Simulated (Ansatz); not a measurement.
H2OSn···H2

```yaml
atoms:
  - { symbol: Sn, position_ang: [-1.0575, 0.1544, 0.5060] }
  - { symbol: H, position_ang: [1.7338, 0.0402, 1.4229] }
  - { symbol: H, position_ang: [1.8736, 0.1789, 0.7406] }
  - { symbol: H, position_ang: [-0.2523, 1.1178, -0.7586] }
  - { symbol: O, position_ang: [-0.9785, -1.4848, -0.6421] }
  - { symbol: H, position_ang: [-1.3811, -2.2512, -0.2179] }
```

Core potentials replace the inner electrons of Sn; not at a stationary point (largest force 1.5 eV/Å).

Level of theory: Ansatz 0.2.0, RKS PBE0/def2-mTZVP.

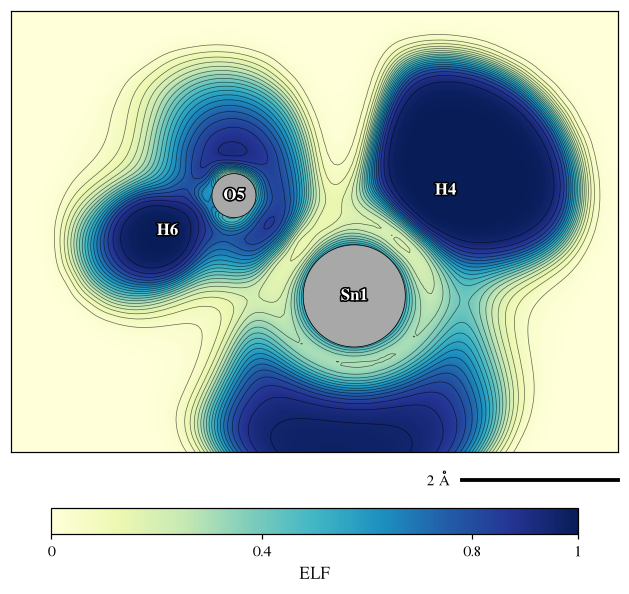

Figure 1. Electron localisation function on the plane of atoms H4, Sn1 and O5. Grey discs cover the atomic cores.

What do the fields say about this system?

Answer.
- The plane passes through Sn, H and O nuclei.
- Sn–O (2.00 Å): the ELF peaks at about 0.85 in the valence shell of O, 0.6 Å from its nucleus, and drops to about 0.15 between the two atoms.
- O–H (0.96 Å): the ELF climbs to about 1 towards the hydrogen, as it does in any bond to H (an ordinary covalent bond to hydrogen).
- Sn–H (1.78 Å): the ELF climbs to about 1 towards the hydrogen.
- The ELF also peaks beside O5, away from the bonds: lone-pair regions.

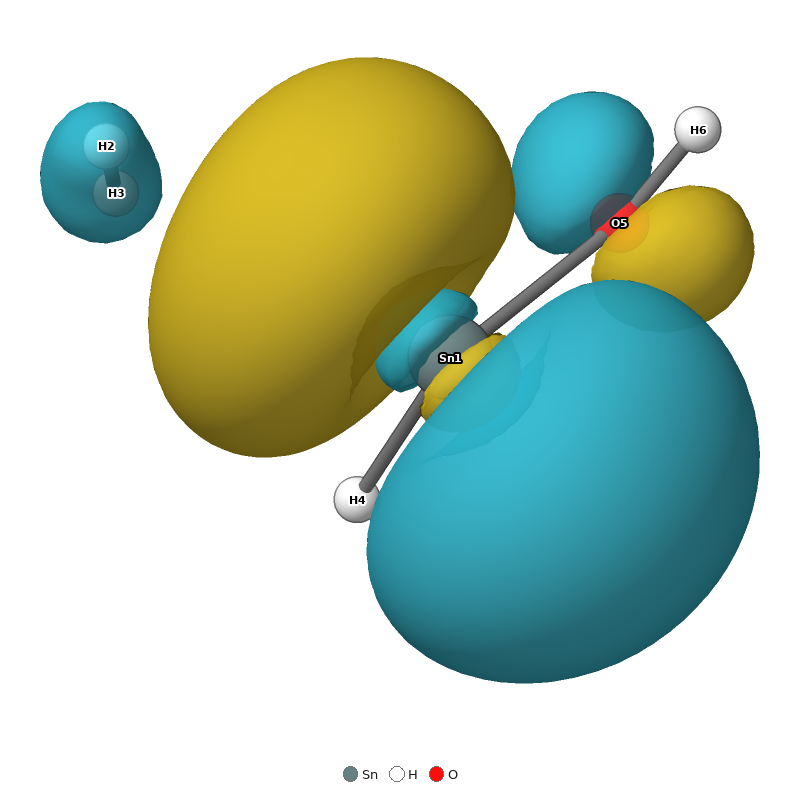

Figure 2. The LUMO at ±0.1 Å⁻³ᐟ² (yellow and cyan are the two phases), seen across its widest extent.

Describe this orbital and give its energy.

Answer. Its weight (Hirshfeld) is mainly on Sn1 (about 85 %) and O5 (about 10 %). Its energy is −2.18 eV.
